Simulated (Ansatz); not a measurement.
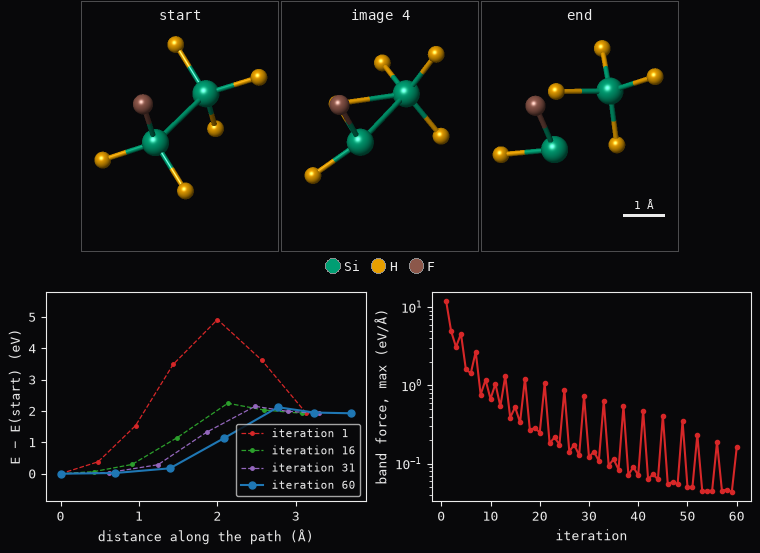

A nudged-elastic-band calculation for Si$_{2}$H$_{5}$F. Images are numbered from 0 (start) to 6 (end). The plot follows the band through its iterations. Style: ball-and-stick. Shown from a free direction.

All numbers below come from RKS PBE0/def2-SVP (Ansatz 0.2.0). Run with 5 movable images; climbing image from the first iteration; force threshold 0.03 eV/Å; iteration limit 60; optimiser L-BFGS; starting path through a guess of the saddle point.

Q: Did the band converge, and can the barrier be trusted?

A: The result isn't final. The band hadn't converged when the run stopped after 60 iterations. The largest component of the band force went from 12 to 0.16 eV/Å. The barrier read from it is provisional, though the highest image hardly moved in the last two iterations. The first iteration put the highest image at 4.92 eV. The highest point, image 4, lies 2.12 eV above the start and 0.19 eV above the end; the end is at +1.93 eV relative to the start.

Cost: 9.5 min on 1 thread of Arm Neoverse V2 (shared host), peak memory 0.14 GiB.
